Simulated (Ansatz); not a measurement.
# C2H8AlB (SMILES CC[BH][AlH2]): what the fields show

```xyz
12

C    -0.6170    1.3633   -0.3649
C     0.0200    0.7510    0.8750
B     0.6089   -0.6891    0.7846
Al    0.4329   -2.0042   -0.8824
H    -1.4241    0.7295   -0.7459
H    -1.0446    2.3509   -0.1732
H     0.1172    1.4777   -1.1674
H    -0.7207    0.6746    1.6918
H     0.7787    1.4213    1.3039
H     1.1830   -1.0702    1.7752
H    -0.8142   -2.9873   -1.0482
H     1.5569   -2.0729   -2.0142
```

Geometry: PBE0-D4/def2-TZVP.

Level of theory: Ansatz 0.2.0, RKS PBE0-D4/def2-TZVPP.

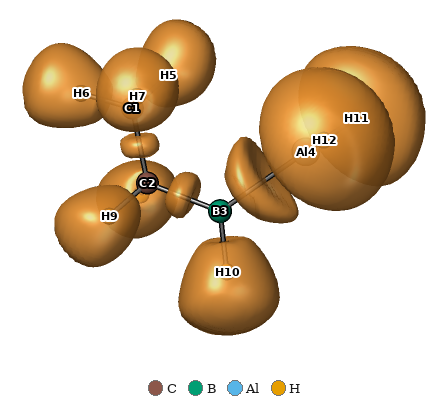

Figure 1. Isosurface of the ELF at 0.85 (orange), seen at a tilt. Only the valence region is drawn (cores and ρ < 0.01 e/Å³ removed).

**Where are the electrons localised?**

The ELF exceeds this value in one region between bonded Al–B atoms (shared pairs), one region between bonded B–C atoms (shared pairs), one region between bonded C–C atoms (shared pairs) and eight regions around hydrogen nuclei.


C–C (1.52 Å): the ELF peaks at about 0.95 between the atoms; a covalent bond. C–B (1.56 Å): the ELF peaks at about 1 between the atoms; a covalent bond.

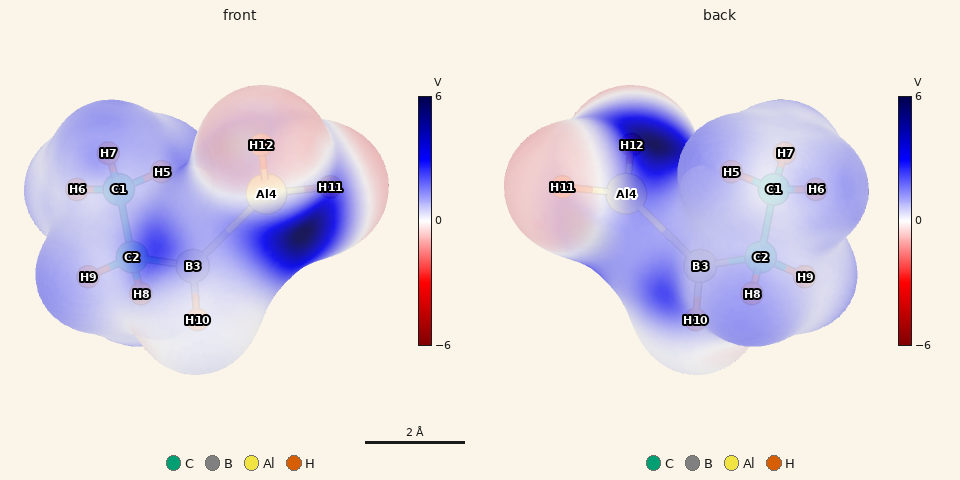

Figure 2. The molecular electrostatic potential painted on the density surface at 0.004 e/bohr³, seen from the front and from behind; the colour scale runs from red (negative) to blue (positive).

**Where is the surface potential most negative and most positive?**

The most negative region (about −0.6 V) lies over H11 and H12, the most positive (about +5.6 V) over Al4.

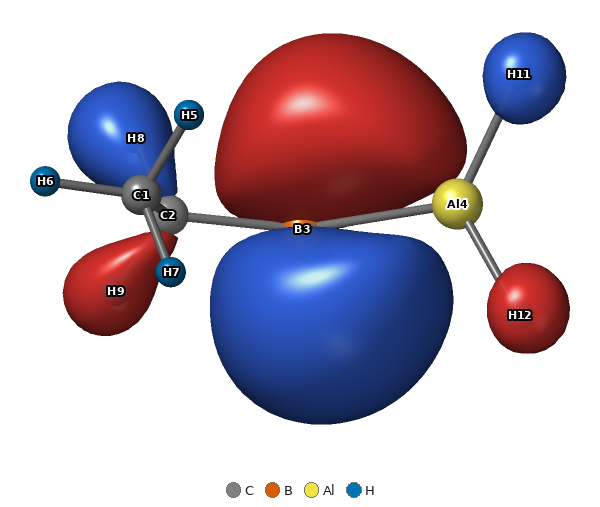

Figure 3. The LUMO at ±0.1 Å⁻³ᐟ² (red and blue are the two phases), seen from one side.

**What is the character of this orbital?**

Its weight (Hirshfeld) is mainly on B3 (about 55 %), Al4 (about 20 %), C2 (about 10 %) and H10 (about 5 %). Its energy is −1.75 eV.
